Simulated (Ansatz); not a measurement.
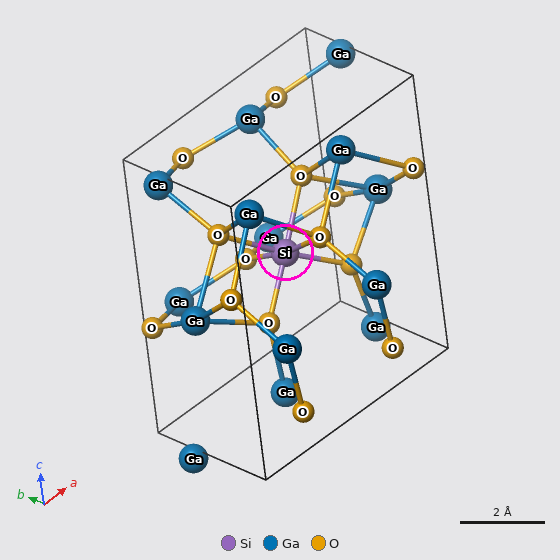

Structure drawing (ball-and-stick), viewed slightly off an axis. One supercell is outlined, and atoms on its boundary appear in each equivalent place. The host is Ga2O3, in a cell of 20 sites, and the cell is neutral. A ring marks the defect's site.

What imperfection does the supercell contain?

Answer. Silicon on a gallium site (a substitutional impurity). It is bonded to six O in a distorted octahedral arrangement at about 1.8 to 1.9 Å.

Setup: DFT PBE, scalar-relativistic, plane waves, PAW (Ansatz); a plane-wave cutoff of 420 eV, k-mesh 2×2×2, Gaussian smearing of 0.01 eV, collinear spins.

Is a magnetic moment found?

Answer. No net moment.

The atoms were relaxed in the host's cell with DFT PBE, scalar-relativistic, plane waves, PAW (Ansatz 0.2.0).
